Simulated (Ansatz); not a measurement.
## Electronic structure of HF···H2Te (SMILES F.[TeH2]) in real space

```
atom    x (Å)    y (Å)    z (Å)
   F  -0.3466   0.4483  -2.3009
   H  -0.0855   0.3934  -1.4058
  Te   0.6574   0.2725   1.0483
   H  -0.9009   0.2688   1.6076
   H   0.6757  -1.3831   1.0508
```

Geometry: PBE0-D4/def2-TZVP; core potentials replace the inner electrons of Te.

These are results of RKS PBE0-D4/def2-TZVPPD (Ansatz 0.2.0), not measurements.

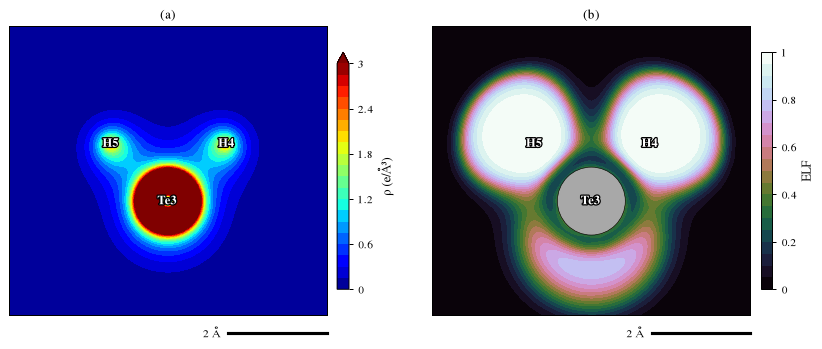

Figure 1. (a) electron density; (b) ELF on the plane of atoms H4, Te3 and H5. Grey discs cover the atomic cores in the ELF map.

> Interpret the plot.

- The section cuts through Te and H sites.
- Te–H (1.66 Å): ρ is about 1.3 e/Å³ halfway; the ELF climbs to about 1 towards the hydrogen, as it does in any bond to H.
- The ELF also peaks beside Te3, away from the bonds: lone-pair regions.

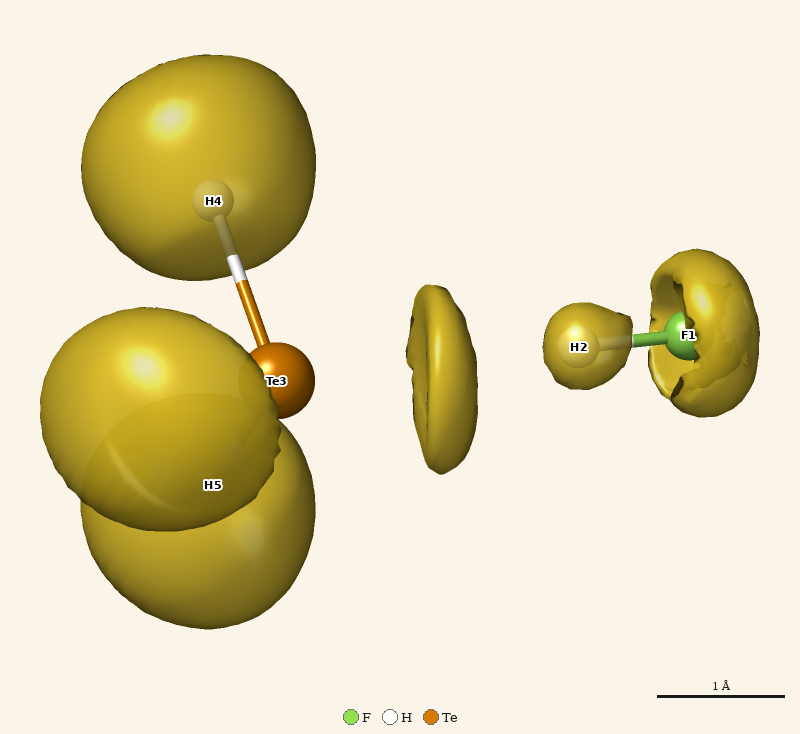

Figure 2. Isosurface of the ELF at 0.85 (yellow), seen at a tilt. Core shells and regions of very low density are left out.

> Identify the bonds, lone pairs and shells in this picture.

The surface consists of three regions around hydrogen nuclei, two lobes on Te, pointing away from the bonds (lone pairs) and one region wrapped around F (its lone pairs, merged into a ring or cap). Profiles from the grid: Te3···H2 (2.57 Å): the ELF dips to about 0.20 between them. F–H (0.93 Å): the ELF climbs to about 1 towards the hydrogen (an ordinary covalent bond to hydrogen).

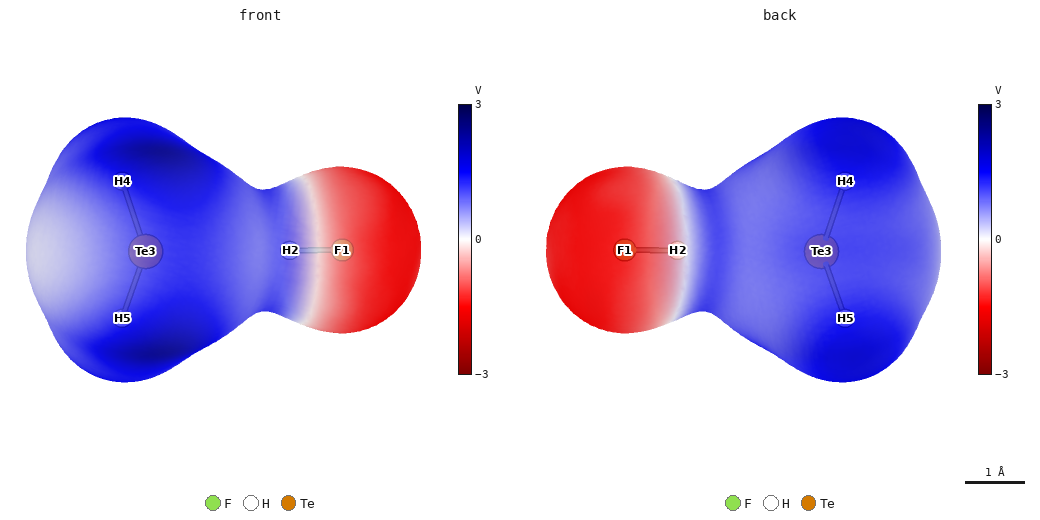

Figure 3. The molecular electrostatic potential painted on the density surface at 0.004 e/bohr³, seen from the front and from behind; red is negative and blue positive.

> Which sites attract a positive test charge, and which a negative one?

A positive charge is drawn to the negative regions and a negative charge to the positive ones. The most negative region (about −1.5 V) lies over F1, the most positive (about +2.4 V) over Te3.
